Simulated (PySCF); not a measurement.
AlH4O4 (SMILES [OH][Al-]([OH])([OH])[OH]) (charge −1)

Input file:

```
{"job": {"kind": "sp", "xc": "PBE0", "basis": "ma-def2-SVP", "d3": "d3bj", "grid": 2}, "charge": -1, "multiplicity": 1}
Al     0.001395    -0.001249    -0.002780
O     -0.052256     0.152640     1.793533
H     -0.842494     0.648205     2.068769
O      1.753791    -0.044652    -0.432025
H      2.284889     0.393188     0.254939
O     -0.989896     1.372511    -0.625944
H     -1.421508     1.132171    -1.463586
O     -0.703369    -1.487963    -0.742702
H     -0.008772    -2.150090    -0.899864
```

Run with:

```sh
OMP_NUM_THREADS=1 python redox_run.py task.json out
```

Geometry: BP86-D3(BJ)/ma-def2-SVP.

Computed with DFT single point, gas phase, functional PBE0 (PySCF 2.14.0, density-fitted response routines).

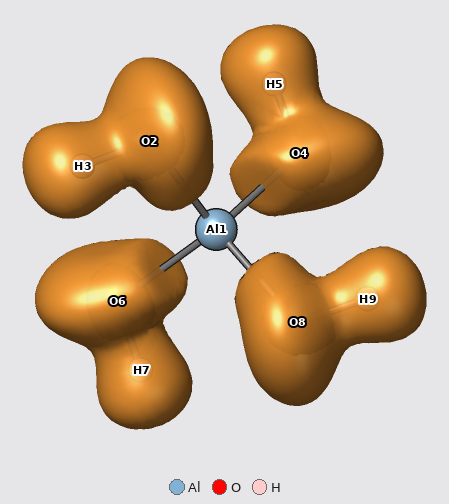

Figure 1. Isosurface of the ELF at 0.75 (orange), seen across its widest extent. Core shells and regions of very low density are left out.

### What do the ELF domains correspond to?

The ELF exceeds this value in four joined regions spread over several atoms (H, O), in which their bonds and any lone pairs are merged. Along the contacts the grid gives the following. Al–O (1.80 Å): the ELF peaks at about 0.90 in the valence shell of O, 0.6 Å from its nucleus, and is about 0.50 at the midpoint. O–H (0.97 Å): the ELF climbs to about 1 towards the hydrogen, as it does in any bond to H: a covalent bond by its length.

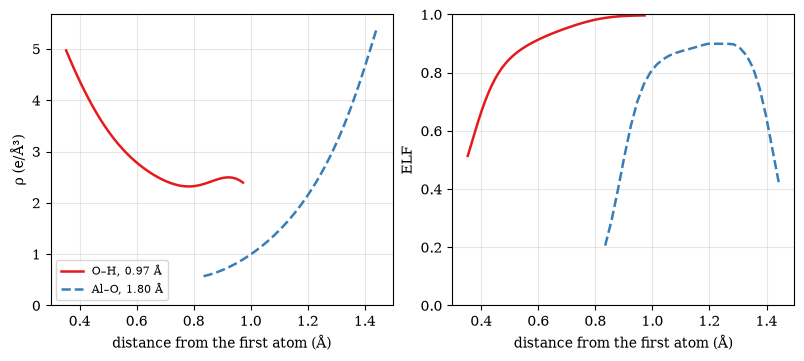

Figure 2. Total electron density and electron localisation function along straight lines between neighbouring atoms. The curves leave out the atomic cores.

### Compare the contacts.

O–H (0.97 Å): ρ is about 3.5 e/Å³ halfway; the ELF climbs to about 1 towards the hydrogen: a covalent bond by its length.
Al–O (1.80 Å): ρ at the midpoint is about 0.69 e/Å³; the ELF peaks at about 0.90 in the valence shell of O, 0.6 Å from its nucleus, and is about 0.50 at the midpoint.
